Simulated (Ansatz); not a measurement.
Consider BH3OSi (SMILES B[SiH]=O).

The calculation's input:

```
crystal:
  periodic: [false, false, false]
  atoms:
    - {symbol: B, position_ang: [0.253535, -0.526940, -0.857353]}
    - {symbol: Si, position_ang: [-0.235417, 0.480170, 0.801820]}
    - {symbol: O, position_ang: [-0.459565, 1.985814, 0.744256]}
    - {symbol: H, position_ang: [-0.592304, -0.966033, -1.576263]}
    - {symbol: H, position_ang: [1.396296, -0.659059, -1.176223]}
    - {symbol: H, position_ang: [-0.362546, -0.313951, 2.063753]}
basis:
  gaussian: {orbitals: def2-TZVPP}
hamiltonian: {xc: pbe0, dispersion: d4}
output: {orbitals: {seedname: orbitals}}
```

Run with:

```sh
ansatz run in.yaml --threads 2 --pin off --events-out ev --progress --plain --max-ram 4352MiB
```

Geometry: PBE0-D4/def2-TZVP.

The calculation used Ansatz 0.2.0, RKS PBE0-D4/def2-TZVPP.

**Predict the electron density and electron localisation function between the atoms.**

Si–O (1.52 Å): ρ is about 1.5 e/Å³ halfway; the ELF peaks at about 0.85 between the atoms (a short, strongly polar bond).
Si–B (2.00 Å): ρ is about 0.83 e/Å³ halfway; the ELF peaks at about 1 between the atoms, as expected for localised, covalent bonding.
Si–H (1.50 Å): ρ at the midpoint is about 0.8 e/Å³; the ELF climbs to about 1 towards the hydrogen, as it does in any bond to H.

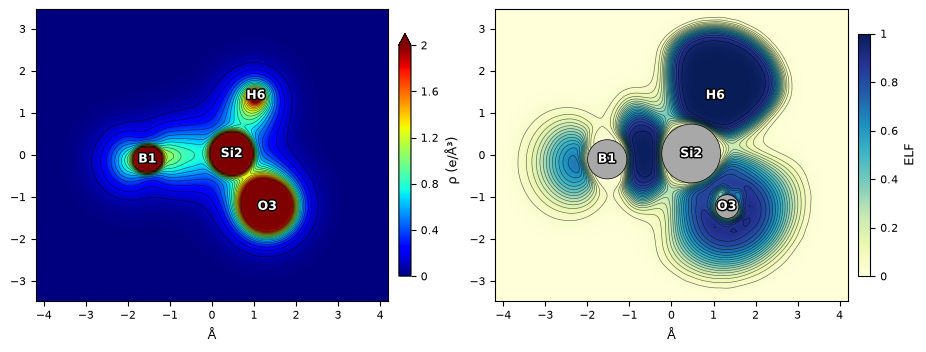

Computed electron density and electron localisation function on the plane of atoms O3, Si2 and H6, in this order. Grey discs cover the atomic cores in the ELF map. 
